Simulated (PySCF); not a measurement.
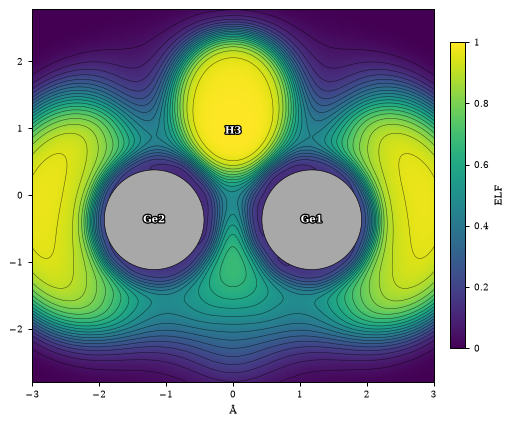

The picture shows: Ge2H2. Electron localisation function on the plane of atoms Ge1, Ge2 and H3. Grey discs cover the atomic cores.

Geometry: PBE0-D3(BJ)/def2-SVP.

Method: Gaussian-basis quantum chemistry of an isolated molecule with PySCF, energy and nuclear gradient, functional PBE0 (PySCF).

What does the map show?

Answer. Atoms in the plane: Ge and H.
Ge–Ge (2.36 Å): the ELF reaches about 0.50 near the midpoint.
Ge–H (1.78 Å): the ELF climbs to about 1 towards the hydrogen.
